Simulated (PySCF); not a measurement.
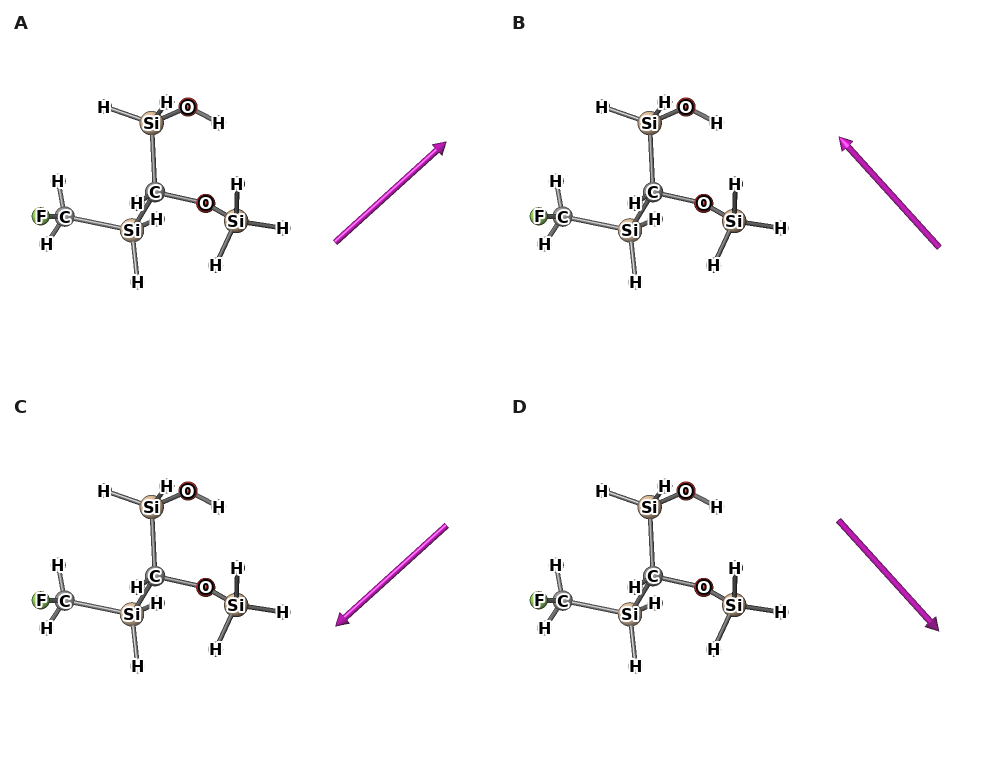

The same molecule four times, each with an arrow. Computed geometry: GFN2-xTB optimisation. No frequency run is at hand to confirm it as a minimum. Method: PBE0/pcSseg-1, gas phase (PySCF 2.14.0).

### Which arrow points along the dipole moment, from the negative to the positive end?

D. The dipole moment is 1.26 D.

The geometry is semi-empirical. Around Si such bond lengths and angles can be off by a tenth of an ångström or more and by several degrees, and values that hang on the shape move with them.
